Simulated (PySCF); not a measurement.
**KS (doublet): density, localisation and related maps**

```xyz
2

K     0.0000    0.0000   -1.2764
S     0.0000    0.0000    1.5556
```

Theory: PBE0/x2c-TZVPall, spin-free X2C-1e, Gaussian nucleus, at a bond length of 2.832 Å (PySCF 2.14.0).

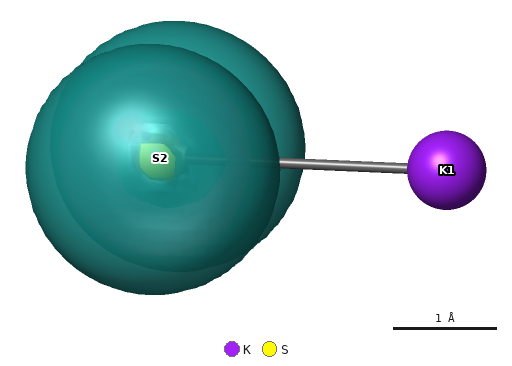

Figure 1. Isosurfaces of the spin density (α minus β) at +0.015 (teal) and −0.015 e/Å³ (pink), seen from one side.

Q: Describe the spin distribution.

A: The unpaired spin (1 electron) lies mostly on S2 (about 1.0), in electrons by Hirshfeld's partition.

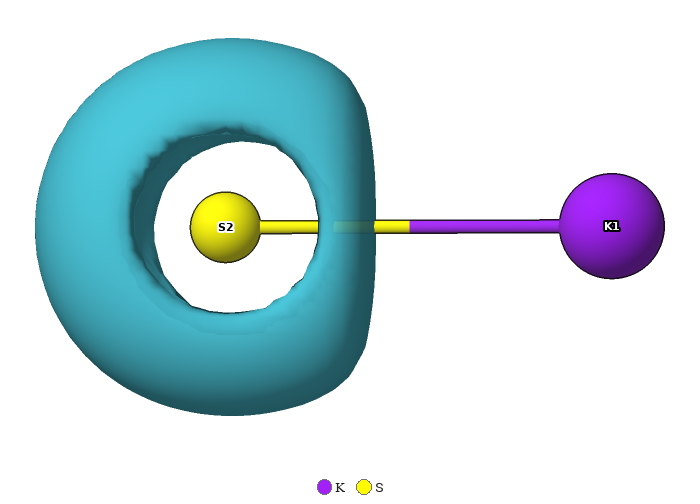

Figure 2. Isosurface of the ELF at 0.85 (cyan), seen from one side. Core shells and regions of very low density are left out.

Q: What do the ELF domains correspond to?

A: The ELF exceeds this value in one region wrapped around S (its valence shell).


K–S (2.83 Å): the ELF peaks at about 0.90 in the valence shell of S, 0.9 Å from its nucleus, and is about 0.25 at the midpoint; a largely ionic contact.

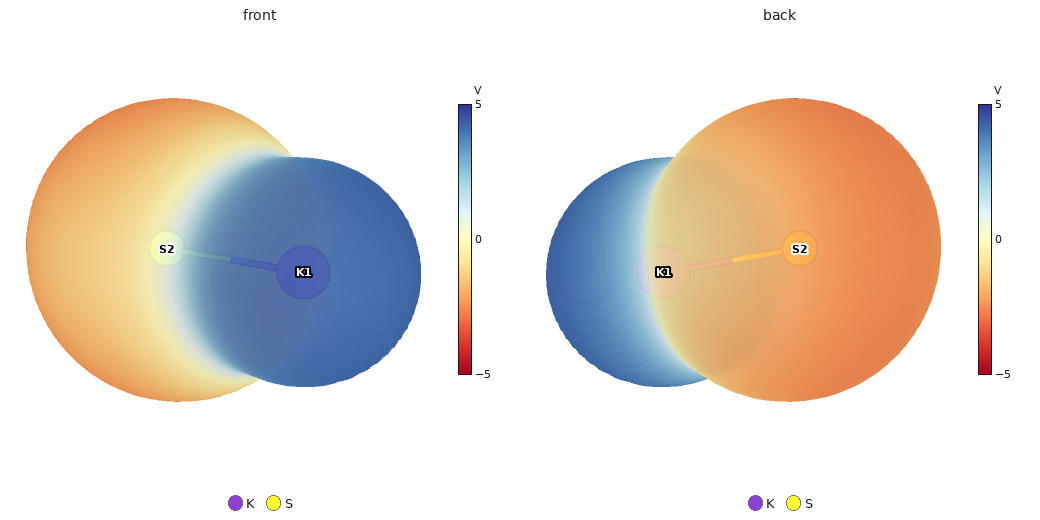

Figure 3. The electrostatic potential painted on the density surface at 0.002 e/bohr³, seen from the front and from behind; the colour scale runs from red (negative) to blue (positive).

Q: Which sites attract a positive test charge, and which a negative one?

A: A positive charge is drawn to the negative regions and a negative charge to the positive ones. The most negative region (about −2.7 V, or −62 kcal/mol for a unit charge) lies over S2, the most positive (about +4.2 V, or +97 kcal/mol for a unit charge) over K1.
